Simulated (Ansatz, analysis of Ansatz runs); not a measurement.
## Migration in MgH2 (Pbcn): V_H hop (2.6 Å), charge +1

Aim: the barrier of one jump in MgH2 (Pbcn) at charge +1: V_H hop (2.6 Å). The model is a cell of 48 host atoms with 1 H taken out; H is the atom that moves.

Main program and level: Ansatz 0.2.0; plane-wave PAW DFT, PBEsol; nudged elastic band between two relaxed defect structures at fixed charge in a uniform background.

**1. Set-up**

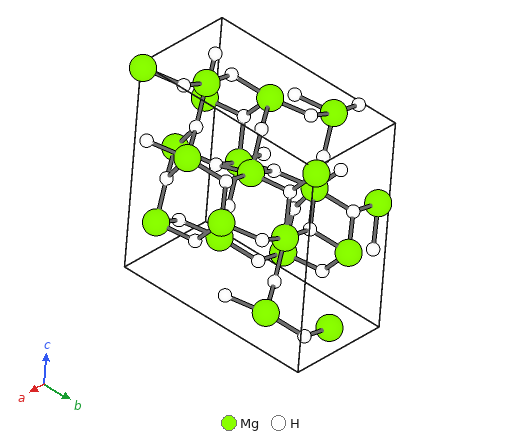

The cell as given, slightly off an axis (magnesium green, hydrogen white). Some periodic images of atoms are drawn too.

The cell holds 47 atoms: 16 Mg and 31 H. Its edges and angles: a = 8.549 Å, b = 8.549 Å, c = 8.549 Å, α = 116.9°, β = 101.8°, γ = 110.1°. It derives from MgH2 (space group Pbcn). Nearest the centre at fractional (0.321, 0.625, 0.697): H38 at 1.32 Å, Mg6 at 1.49 Å, H24 at 2.23 Å, H25 at 2.23 Å, Mg13 at 2.47 Å, Mg16 at 2.47 Å, Mg10 at 2.54 Å, H45 at 2.54 Å. The cell carries charge +1.

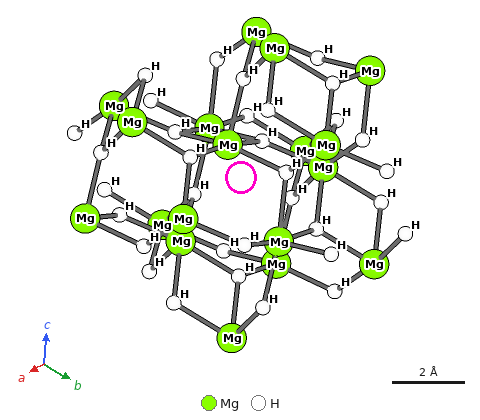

The atoms within 5 Å of the centre. A ring marks the middle of the ideal hop wherever no atom is near it.

The cell's shortest repeat is 8.5 Å.

**2. Relaxation of the start point, charge +1**

A barrier is counted from a minimum, so both ends are relaxed first. Small random displacements break the symmetry of the ideal sites, so that the defect can distort if it gains by it. The charge of +1 is set by the electron count, and a uniform background keeps the cell neutral.

qp1_c48k1.start/input.yaml

```yaml
crystal:
  lattice:
    - [-4.47603151, 5.39366888, 4.89464524]
    - [4.47603151, -5.39366888, 4.89464524]
    - [4.47603151, 5.39366888, -4.89464524]
  atoms:
    - { symbol: Mg, position: [0.29023406, 0.125, 0.66523406] }
    - { symbol: Mg, position: [0.29023406, 0.625, 0.16523406] }
    - { symbol: Mg, position: [0.79023406, 0.125, 0.16523406] }
    - { symbol: Mg, position: [0.79023406, 0.625, 0.66523406] }
    - { symbol: Mg, position: [0.45976594, 0.125, 0.33476594] }
    - { symbol: Mg, position: [0.45976594, 0.625, 0.83476594] }
    - { symbol: Mg, position: [0.95976594, 0.125, 0.83476594] }
    - { symbol: Mg, position: [0.95976594, 0.625, 0.33476594] }
    - { symbol: Mg, position: [0.20976594, 0.375, 0.33476594] }
    - { symbol: Mg, position: [0.20976594, 0.875, 0.83476594] }
    - { symbol: Mg, position: [0.70976594, 0.375, 0.83476594] }
    - { symbol: Mg, position: [0.70976594, 0.875, 0.33476594] }
    - { symbol: Mg, position: [0.04023406, 0.375, 0.66523406] }
    - { symbol: Mg, position: [0.04023406, 0.875, 0.16523406] }
    - { symbol: Mg, position: [0.54023406, 0.375, 0.16523406] }
    - { symbol: Mg, position: [0.54023406, 0.875, 0.66523406] }
    - { symbol: H, position: [0.15751373, 0.07554806, 0.81196153] }
    - { symbol: H, position: [0.15751373, 0.57554806, 0.31196153] }
    - { symbol: H, position: [0.65751373, 0.07554806, 0.31196153] }
    - { symbol: H, position: [0.65751373, 0.57554806, 0.81196153] }
    - { symbol: H, position: [0.09248627, 0.4044478, 0.91803433] }
    - { symbol: H, position: [0.09248627, 0.9044478, 0.41803433] }
    - { symbol: H, position: [0.59248627, 0.4044478, 0.41803433] }
    - { symbol: H, position: [0.59248627, 0.9044478, 0.91803433] }
    - { symbol: H, position: [0.26358653, 0.3455522, 0.68803847] }
    - { symbol: H, position: [0.26358653, 0.8455522, 0.18803847] }
    - { symbol: H, position: [0.76358653, 0.3455522, 0.18803847] }
    - { symbol: H, position: [0.76358653, 0.8455522, 0.68803847] }
    - { symbol: H, position: [0.48641347, 0.17445194, 0.58196567] }
    - { symbol: H, position: [0.48641347, 0.67445194, 0.08196567] }
    - { symbol: H, position: [0.98641347, 0.17445194, 0.08196567] }
    - { symbol: H, position: [0.98641347, 0.67445194, 0.58196567] }
    - { symbol: H, position: [0.01358653, 0.32554806, 0.41803433] }
    - { symbol: H, position: [0.01358653, 0.82554806, 0.91803433] }
    - { symbol: H, position: [0.51358653, 0.32554806, 0.91803433] }
    - { symbol: H, position: [0.51358653, 0.82554806, 0.41803433] }
    - { symbol: H, position: [0.23641347, 0.1544478, 0.31196153] }
    - { symbol: H, position: [0.23641347, 0.6544478, 0.81196153] }
    - { symbol: H, position: [0.73641347, 0.1544478, 0.81196153] }
    - { symbol: H, position: [0.73641347, 0.6544478, 0.31196153] }
    - { symbol: H, position: [0.40751373, 0.0955522, 0.08196567] }
    - { symbol: H, position: [0.90751373, 0.0955522, 0.58196567] }
    - { symbol: H, position: [0.90751373, 0.5955522, 0.08196567] }
    - { symbol: H, position: [0.34248627, 0.42445194, 0.18803847] }
    - { symbol: H, position: [0.34248627, 0.92445194, 0.68803847] }
    - { symbol: H, position: [0.84248627, 0.42445194, 0.68803847] }
    - { symbol: H, position: [0.84248627, 0.92445194, 0.18803847] }
total_charge: 1
basis:
  ecutwfc: 420
  xc_grid: 2
hamiltonian:
  xc: pbesol
kpoints:
  mp_grid: { grid: [1, 1, 1] }
scf:
  occupations: { method: fixed }
  max_iter: 150
output:
  forces: true
relax:
  f_tol: 0.02
  max_steps: 70
  random_displacement: { amplitude: 0.03, seed: 9898 }
```

The run is started by

```
$ ansatz run input.yaml --threads 4 --pin off --max-ram 14131MiB --backend cpu --events-out ev --progress --plain --runs-dir out
```

Numbers of over 12 decimals in the logs are rounded to 6 here.

Log:

```text
[... repeated set-up lines and file paths are left out, and long positions are rounded to six places ...]
The last accepted step is kept in <dir> (removed where the run ends without a failure and the disk answers)
Engine: ansatz 0.2.0, aarch64-unknown-linux-gnu
Pseudopotentials: kind: paw
Pseudopotential: Mg, paw, valence charge 10, recommended cutoff 420 eV (normal), Mg.paw.azcp
Pseudopotential: H, paw, valence charge 1, recommended cutoff 420 eV (normal), H.paw.azcp
Functional definition: PBEsol
  exchange = pbesol_x
  correlation = pbesol_c
Crystal: 47 atoms, lattice volume = 472.671 Å³
Basis set: ecut = 420 eV, 9249 PW (Γ), exchange–correlation on 120×120×120 points (8 copies of the dense FFT grid, shifted against one another)
Bands: 142, of which v1, the nominal top of the filled ones, is band 95 counted from 1 (94 counted from 0)
Symmetry: 1 space group operations
k-points: 1
Non-local potential: Mg, projectors of the file, l = 0: 3, l = 1: 2, l = 2: 1
Non-local potential: H, projectors of the file, l = 0: 2, l = 1: 1
PAW form: soft (Blöchl's): semilocal exchange-correlation on the pseudo side does not see the compensation charge
PAW frozen core: Mg, regenerated for the run's functional, and the local potential with it (the file was generated under x = pbe(κ = 0.804, μ = 0.219515), c = pbe(β = 0.066725))
PAW one-centre angular grid: Mg, 110 points (default); XC on 64 Gauss nodes
PAW one-centre angular grid: H, 110 points (default); XC on 64 Gauss nodes
Initial density: superposition of atomic densities (neutral atoms scaled as one to the charged cell's electrons: chi_scale 0, normalization atom), corrected by the library's trained network
Initial wavefunctions: pseudopotential atomic-orbital guess
Functional: x = pbesol(κ = 0.804, μ = 0.123457), c = pbesol(β = 0.046)
SCF iter   1: F=—  HF=-31087.583314 eV  |F-HF|=—  |Δ(HF+E_count)|=         —  Δρ=1.16e-2  dr2=8.09e-1  ethr=1.77e-3  ⟨swp⟩=5.0  Hψ=411  notcnv=0  defer=45
preconditioner: auto → Resta (q_TF=auto, 2.344 Å⁻¹)  ε∞=2.6  [insulator: Δε(μ)=2.376 eV  Ē_g=10.631 eV  n_scr=104 (ndim 8)  ℏωp=13.4 eV  f_vac=0.000  ε∞_Penn≈2.6]
SCF iter   2: F=—  HF=-31087.325007 eV  |F-HF|=—  |Δ(HF+E_count)|=   2.58e-1  Δρ=5.54e-3  dr2=2.11e-1  ethr=4.26e-4  ⟨swp⟩=2.0  Hψ=152  notcnv=0  defer=45
SCF iter   3: F=—  HF=-31087.249292 eV  |F-HF|=—  |Δ(HF+E_count)|=   7.57e-2  Δρ=8.49e-4  dr2=5.28e-3  ethr=1.11e-4  ⟨swp⟩=3.0  Hψ=185  notcnv=0  defer=22
automatic band count: iteration 3 solves 119 bands in place of 142: the levels show a gap, and the empty bands left out lie too high to hold charge; the band table lists the bands solved (type scf.n_extra_bands for more)
SCF iter   4: F=—  HF=-31087.248737 eV  |F-HF|=—  |Δ(HF+E_count)|=   5.55e-4  Δρ=2.02e-4  dr2=2.21e-4  ethr=2.78e-6  ⟨swp⟩=2.0  Hψ=152  notcnv=0  defer=22
iter 5 did not close the SCF: its close was put off for the readings that it lacked (scf_convergence_deferred on its scf_iter line)
SCF iter   5: F=-31087.248761 eV  HF=-31087.248757 eV  |F-HF|=3.85e-6  |Δ(HF+E_count)|=   1.98e-5  Δρ=3.85e-5  dr2=9.14e-6  ethr=1.17e-7  ⟨swp⟩=3.0  Hψ=219  notcnv=0  defer=22
SCF iter   6: F=-31087.248761 eV  HF=-31087.248761 eV  |F-HF|=1.02e-7  |Δ(HF+E_count)|=   4.60e-6  Δρ=7.39e-6  dr2=3.32e-7  ethr=4.81e-9  ⟨swp⟩=2.0  Hψ=409  notcnv=0
SCF 1 converged in 6 iterations: F = -31087.248761 eV  dr2 = 3.32e-7
  greatest PAW one-centre occupation: 1.000 electrons in one spin orbital (limit 2), on the Mg atom at site 0 (counted from 0), in its partial waves of l = 0
relax step   1: F+E_penalty+E_count = -31087.24876136 eV  Δ(F+E_penalty+E_count) = +0.000e0 eV  max|allowed force component| = 1.380e0 eV/Å  Δτ_max = 0.0000 Å  (6 SCF iters, dr2 threshold 1.00e-5 eV, accepted)
[... the SCF cycles and remarks between the steps are left out from here to the last step ...]
relax step   2: F+E_penalty+E_count = -31087.88234547 eV  Δ(F+E_penalty+E_count) = -6.336e-1 eV  max|allowed force component| = 2.197e-1 eV/Å  Δτ_max = 0.1948 Å  (5 SCF iters, dr2 threshold 1.00e-4 eV, accepted)
relax step   3: F+E_penalty+E_count = -31088.01592283 eV  Δ(F+E_penalty+E_count) = -1.336e-1 eV  max|allowed force component| = 1.311e-1 eV/Å  Δτ_max = 0.2000 Å  (6 SCF iters, dr2 threshold 3.02e-6 eV, accepted)
relax step   4: F+E_penalty+E_count = -31088.06348476 eV  Δ(F+E_penalty+E_count) = -4.756e-2 eV  max|allowed force component| = 2.801e-2 eV/Å  Δτ_max = 0.1026 Å  (5 SCF iters, dr2 threshold 1.07e-6 eV, accepted)
SCF iter   1: F=—  HF=-31088.066056 eV  |F-HF|=—  |Δ(HF+E_count)|=         —  Δρ=9.78e-4  dr2=3.86e-3  ethr=1.73e-5  ⟨swp⟩=5.0  Hψ=200  notcnv=0  defer=22
automatic band count: iteration 1 solves 119 bands in place of 142: the levels show a gap, and the empty bands left out lie too high to hold charge; the band table lists the bands solved (type scf.n_extra_bands for more)
SCF iter   2: F=—  HF=-31088.065274 eV  |F-HF|=—  |Δ(HF+E_count)|=   7.82e-4  Δρ=5.40e-4  dr2=1.28e-3  ethr=2.03e-6  ⟨swp⟩=1.0  Hψ=127  notcnv=0  defer=22
SCF iter   3: F=—  HF=-31088.064900 eV  |F-HF|=—  |Δ(HF+E_count)|=   3.74e-4  Δρ=4.09e-5  dr2=5.56e-6  ethr=6.73e-7  ⟨swp⟩=2.0  Hψ=133  notcnv=0  defer=22
SCF iter   4: F=—  HF=-31088.064840 eV  |F-HF|=—  |Δ(HF+E_count)|=   6.00e-5  Δρ=7.56e-6  dr2=3.94e-7  ethr=2.93e-9  ⟨swp⟩=2.0  Hψ=133  notcnv=0  defer=17
SCF iter   5: F=-31088.064840 eV  HF=-31088.064840 eV  |F-HF|=3.82e-9  |Δ(HF+E_count)|=  8.62e-10  Δρ=1.48e-6  dr2=1.05e-8  ethr=5.26e-11  ⟨swp⟩=4.0  Hψ=408  notcnv=0
SCF 5 converged in 5 iterations: F = -31088.064840 eV  dr2 = 1.05e-8
relax step   5: F+E_penalty+E_count = -31088.06483983 eV  Δ(F+E_penalty+E_count) = -1.355e-3 eV  max|allowed force component| = 6.767e-3 eV/Å  Δτ_max = 0.0184 Å  (5 SCF iters, accepted)
SCF converged after 5 iterations
Free energy (F): -31088.064840 eV
Harris-Foulkes:  -31088.064840 eV  (|F-HF|=3.82e-9)
Internal energy: -31088.064840 eV  (E = F + TS)
E sigma→0 (E₀):  -31088.064840 eV
Fermi energy:    2.397700 eV
--- Per-component energies (eV) ---
  E_band       = -5932.733607
  E_kinetic    = 1642.247558
  E_local      = -27371.239221  (includes V_loc(G=0)·N_el)
  E_nonlocal   = 1574.840722
  E_hartree    = 9809.249925
  E_xc         = -732.987219
  E_vxc        = -952.526788  (∫ρ·V_xc dr)
  E_paw        = -4512.634368  (= ΣΔE_a)
  E_vpaw       = -444.515351  (= ΣTr[D̂ρ^β])
  E_aug_tail   = -0.038551  (compensation charges beyond the density's cutoff)
  E_ewald      = -11498.445482
  E_core_change = 0.941796  (= ΣΔE_core)
  E_smearing   = -0.000000  (= −TS)
  E_closure    = 0.000000  (closes the sum)
  E_deformation_potential = 10.282585  (in the stress; not in F)
  Σ components = -31088.064840   (vs F -31088.064840, Δ=0.00e0)
--- Forces (eV/Å), atoms counted from 1 ---
  atom   1  Mg    -0.00105895    -0.00145546    -0.00023063
  atom   2  Mg    -0.00131156    -0.00260986     0.00028534
  [... 3 atoms left out ...]
  atom   6  Mg    -0.00148898    -0.00014271     0.00140981
  [... 2 atoms left out ...]
  atom   9  Mg     0.00273489     0.00309915    -0.00288555
  atom  10  Mg     0.00197007     0.00214371    -0.00121175
  [... 2 atoms left out ...]
  atom  13  Mg    -0.00254468     0.00061552    -0.00293262
  [... 2 atoms left out ...]
  atom  16  Mg     0.00061121     0.00335205     0.00196827
  [... 7 atoms left out ...]
  atom  24  H     -0.00016098    -0.00226279     0.00278314
  atom  25  H      0.00000941    -0.00500914     0.00053661
  [... 7 atoms left out ...]
  atom  33  H     -0.00257733     0.00316448    -0.00421124
  [... 4 atoms left out ...]
  atom  38  H     -0.00122254     0.00461579    -0.00029944
  [... 6 atoms left out ...]
  atom  45  H      0.00247298    -0.00016515    -0.00110368
  [... 2 atoms left out ...]
  max |Σ_I F_I| component: 2.24e-5 eV/Å
--- Relaxed structure (5 steps of the walk, 5 accepted, 0 SCFs on fresh bases) ---
  F+E_penalty+E_count = -31088.06483983 eV   max|allowed force component| = 6.767e-3 eV/Å
  atoms:
    - { symbol: Mg, position: [0.289582, 0.127287, 0.664299] }
    - { symbol: Mg, position: [0.289504, 0.628881, 0.177563] }
    [... 3 atoms left out ...]
    - { symbol: Mg, position: [0.468846, 0.626000, 0.867309] }
    [... 2 atoms left out ...]
    - { symbol: Mg, position: [0.179699, 0.336497, 0.295045] }
    - { symbol: Mg, position: [0.212141, 0.876959, 0.836954] }
    [... 2 atoms left out ...]
    - { symbol: Mg, position: [0.043936, 0.380382, 0.662550] }
    [... 2 atoms left out ...]
    - { symbol: Mg, position: [0.556974, 0.918508, 0.681733] }
    [... 7 atoms left out ...]
    - { symbol: H, position: [0.581412, 0.886662, 0.899347] }
    - { symbol: H, position: [0.269566, 0.350159, 0.680378] }
    [... 7 atoms left out ...]
    - { symbol: H, position: [0.009104, 0.315154, 0.407639] }
    [... 4 atoms left out ...]
    - { symbol: H, position: [0.248001, 0.655142, 0.801102] }
    [... 6 atoms left out ...]
    - { symbol: H, position: [0.341801, 0.925715, 0.686585] }
    [... 2 atoms left out ...]
```

Elapsed: 4.5 s, on 4 threads of Arm Neoverse V2, shared host; peak memory 0.5 GiB.

The steps of the relaxation:

| step | energy less that of the first step (eV) | largest force component (eV/Å) |
| --- | --- | --- |
| 1 | 0.0000 | 1.3799 |
| 2 | -0.6336 | 0.2197 |
| 3 | -0.7672 | 0.1311 |
| 4 | -0.8147 | 0.0280 |
| 5 | -0.8161 | 0.0068 |

The atoms that moved most (Å, from the sites as typed, ahead of the random displacement):

| atom | dx | dy | dz | length |
| --- | --- | --- | --- | --- |
| Mg9 | -0.216 | -0.169 | -0.143 | 0.310 |
| Mg16 | 0.193 | -0.056 | 0.212 | 0.292 |
| Mg6 | 0.109 | 0.219 | -0.112 | 0.268 |
| H30 | 0.072 | 0.125 | -0.099 | 0.176 |
| H31 | -0.075 | -0.110 | -0.108 | 0.172 |
| H39 | 0.094 | 0.047 | 0.135 | 0.171 |
| H18 | 0.033 | 0.146 | -0.073 | 0.167 |
| H38 | -0.098 | 0.000 | 0.112 | 0.149 |

Neighbours of H38 at the end:

| atom | distance (Å) |
| --- | --- |
| Mg10 | 1.923 |
| Mg13 | 1.946 |
| Mg6 | 1.991 |
| H25 | 2.424 |
| H24 | 2.527 |
| H32 | 2.664 |
| H21 | 2.737 |
| H45 | 2.836 |
| H30 | 2.852 |
| H33 | 2.865 |

Read from the output:

```yaml
free_energy: -31088.0648 eV
r_m_s_move_of_the_farther_half_of_the_atoms: 0.08386 Å
largest_move_from_the_ideal_geometry_of_this_structure_a_common_shift_of_the_far_atoms_taken_out: 0.3105 Å
```

The relaxation gained 0.816 eV and ended with a largest force component of 0.0068 eV/Å.

(Part 1 of 4 ends here.)

[Logs are printed without paths, hosts, clocks, repeated set-up lines and the standing remarks that a program may print on its own settings, such as how far it seeks lower states.]

[Hosts, paths, dates, database ids (printed as entryN), source tags and the programs' standing remarks are cut or masked in the printed files.]
